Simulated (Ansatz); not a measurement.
Reaction (SMILES): [C]1=CC1 → [C-]1=CC1 (an electron is taken up)
B3LYP-D3(BJ)/def2-TZVP geometries, fixed; electronic energies without zero-point terms; positive where energy is released.
Largest species:
```xyz
6

C     -0.0052    -0.1070     0.8407
C     -0.0136    -0.6985    -0.5211
C      0.0146     0.5694    -0.6193
H      0.9105    -0.0873     1.4256
H     -0.9230    -0.0470     1.4195
H      0.0376     1.5512    -1.0470
```
Charge 0, spin multiplicity 2.

Basis-set convergence of the adiabatic electron affinity at HF with Ansatz (a first-principles code). Cartesian d functions, on some or all atoms, in 6-31G**, 6-31+G*; all else is spherical. An unrestricted Hartree-Fock determinant is markedly spin-contaminated. Open shells are unrestricted. No added dispersion term, no relativity. Functions are those of the species that has most. Reference: the value in aug-cc-pVQZ, 0.373 eV, itself unsure by roughly 0.010 eV (its distance from def2-QZVPPD). Deviations are taken from unrounded values.

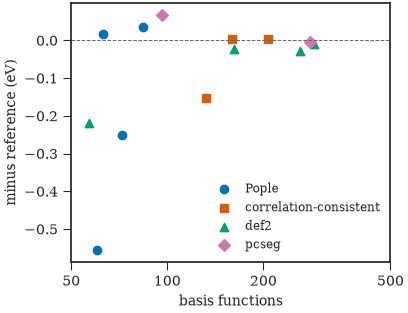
Deviation from the reference against the number of basis functions, by family of sets.

| basis | functions | adiabatic electron affinity (eV) | minus reference (eV) |
|---|---|---|---|
| def2-SVP | 57 | 0.154 | -0.219 |
| 6-31G** | 60 | -0.183 | -0.556 |
| 6-31+G* | 63 | 0.391 | 0.018 |
| 6-311G** | 72 | 0.123 | -0.250 |
| 6-311+G** | 84 | 0.407 | 0.034 |
| aug-pcseg-1 | 96 | 0.440 | 0.067 |
| cc-pVTZ | 132 | 0.219 | -0.154 |
| jun-cc-pV(T+d)Z | 159 | 0.376 | 0.004 |
| def2-TZVPPD | 162 | 0.350 | -0.023 |
| aug-cc-pVTZ | 207 | 0.376 | 0.003 |
| def2-QZVPP | 261 | 0.344 | -0.029 |
| pcseg-3 | 279 | 0.368 | -0.005 |
| def2-QZVPPD | 288 | 0.363 | -0.010 |
